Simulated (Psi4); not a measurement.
# HOF (hypofluorous acid) at PBE/def2-QZVPP (sweep point 6)

Aim: the energy change on altering one bond length of HOF (hypofluorous acid) at PBE/def2-QZVPP (sweep point 6), from 2 runs. 

Program for the calculation: Psi4 1.11.

## 1. The molecule

HOF: 3 atoms, total charge 0, spin state singlet. SMILES: `OF`. The coordinates come from a PBE0-D4/def2-TZVP relaxation.

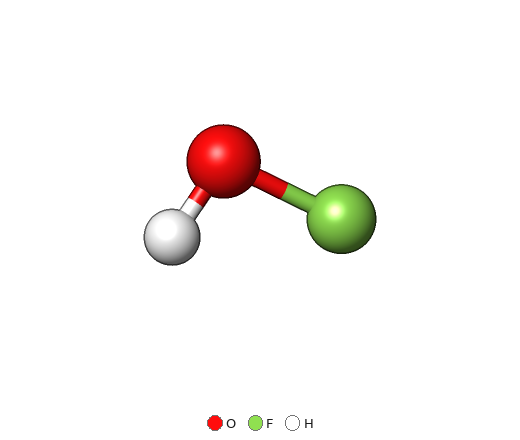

Viewed from a chosen angle; oxygen red, fluorine green, hydrogen white.

## 2. A single-point energy at PBE/def2-QZVPP (sweep point 6)

fho.dat reads:

```
memory 1.6 GB

molecule {
  0 1
  O      0.430590    -0.210340     0.216330
  F     -0.221910     1.014620    -0.010980
  H     -0.208690    -0.804280    -0.205350
  units angstrom
  symmetry c1
}

set basis def2-QZVPP
set puream true
set scf_type pk
set dft_radial_points 99
set dft_spherical_points 590

energy("pbe")
```

Command:

```bash
$ psi4 fho.dat fho.out -n 1
```

fho.out, shortened:

```text
[...]
  Running in c1 symmetry.
[...]
  Nuclear repulsion =   34.062701107921029
[...]
  Multiplicity = 1
[...]
  Nalpha       = 9
  Nbeta        = 9
[...]
    Number of basis functions: 144
[...]
   @RKS iter   1:  -175.37821766665070   -2.19157e-01   3.51325e-03 DIIS/ADIIS
[...]
   @RKS iter   7:  -175.46283371778796   -3.48377e-07   7.88590e-07 DIIS
[...]
    Orbital Energies [Eh]
    ---------------------
    Doubly Occupied:
       1A    -24.303390     2A    -18.858057     3A     -1.164370
       4A     -0.891829     5A     -0.531551     6A     -0.452804
       7A     -0.415764     8A     -0.329207     9A     -0.262469
[...]
  @RKS Final Energy:  -175.46283371778796
   => Energetics <=
    Nuclear Repulsion Energy =             34.0627011079210291
    One-Electron Energy =                -310.9757258510421138
    Two-Electron Energy =                 120.5907938990714854
    DFT Exchange-Correlation Energy =     -19.1406028737383771
    Empirical Dispersion Energy =           0.0000000000000000
    VV10 Nonlocal Energy =                  0.0000000000000000
    Total Energy =                       -175.4628337177879587
[...]
 Multipole Moments:
 ------------------------------------------------------------------------------------
     Multipole            Electronic (a.u.)      Nuclear  (a.u.)        Total (a.u.)
 ------------------------------------------------------------------------------------
 L = 1.  Multiply by 2.5417464519 to convert [e a0] to [Debye]
 Dipole X            :         -0.3430429           -0.0741923           -0.4172352
 Dipole Y            :          1.1200159           -1.7197104           -0.5996945
 Dipole Z            :         -0.0000000            0.0000000           -0.0000000
 Magnitude           :                                                    0.7305605
[...]
```

It took 24 s on 1 thread of Intel Xeon at 2.70GHz, shared host; peak memory 1.2 GiB.

## 3. The distorted shape, same level

fho.dat reads:

```
memory 1600 mb

molecule {
  O      0.561101    -0.455352     0.261796
  F     -0.221910     1.014620    -0.010980
  H     -0.078179    -1.049292    -0.159884
  symmetry c1
}

set basis def2-QZVPP
set puream true
set scf_type pk
set dft_radial_points 99
set dft_spherical_points 590

e = energy('pbe')
```

Command:

```bash
$ psi4 -n 1 fho.dat fho.out
```

fho.out, shortened:

```text
[...]
  Running in c1 symmetry.
[...]
  Nuclear repulsion =   29.239759486036043
[...]
  Multiplicity = 1
[...]
  Nalpha       = 9
  Nbeta        = 9
[...]
    Number of basis functions: 144
[...]
   @RKS iter   1:  -175.34416839315804   -3.90400e-01   3.66759e-03 DIIS/ADIIS
[...]
   @RKS iter   9:  -175.44235905226554   -1.07794e-08   2.47307e-07 DIIS
[...]
    Orbital Energies [Eh]
    ---------------------
    Doubly Occupied:
       1A    -24.303146     2A    -18.879260     3A     -1.082257
       4A     -0.934020     5A     -0.489970     6A     -0.432448
       7A     -0.376785     8A     -0.346732     9A     -0.297550
[...]
  @RKS Final Energy:  -175.44235905226554
   => Energetics <=
    Nuclear Repulsion Energy =             29.2397594860360428
    One-Electron Energy =                -301.4901142873211484
    Two-Electron Energy =                 115.8443089045340457
    DFT Exchange-Correlation Energy =     -19.0363131555145095
    Empirical Dispersion Energy =           0.0000000000000000
    VV10 Nonlocal Energy =                  0.0000000000000000
    Total Energy =                       -175.4423590522655445
[...]
 Multipole Moments:
 ------------------------------------------------------------------------------------
     Multipole            Electronic (a.u.)      Nuclear  (a.u.)        Total (a.u.)
 ------------------------------------------------------------------------------------
 L = 1.  Multiply by 2.5417464519 to convert [e a0] to [Debye]
 Dipole X            :         -0.3856255            0.0541668           -0.3314587
 Dipole Y            :          1.1905605           -1.9517860           -0.7612255
 Dipole Z            :          0.0000000           -0.0000000            0.0000000
 Magnitude           :                                                    0.8302585
[...]
```

Run time: 26 s. Hardware: 1 thread of Intel Xeon at 2.70GHz, shared host; peak memory 1.2 GiB.

## 4. Outcome

At PBE/def2-QZVPP (sweep point 6):

| quantity | value |
| --- | --- |
| first shape: total energy | -175.46283 Eh |
| first shape: dipole moment | 1.86 D |
| first shape: HOMO energy | -7.14 eV |
| first shape: LUMO energy | -2.77 eV |
| first shape: HOMO–LUMO gap | 4.37 eV |
| distorted shape: total energy | -175.44236 Eh |
| distorted shape: dipole moment | 2.11 D |
| distorted shape: HOMO energy | -8.10 eV |
| distorted shape: LUMO energy | -6.39 eV |
| distorted shape: HOMO–LUMO gap | 1.71 eV |
| energy change with the O1–F2 bond stretched from 1.406 to 1.688 Å | 0.557 eV |

What this shows: With the O1–F2 bond stretched from 1.406 to 1.688 Å the energy rises by 0.56 eV (53.8 kJ/mol). The first shape isn't relaxed at this level, so the change isn't measured from a minimum.
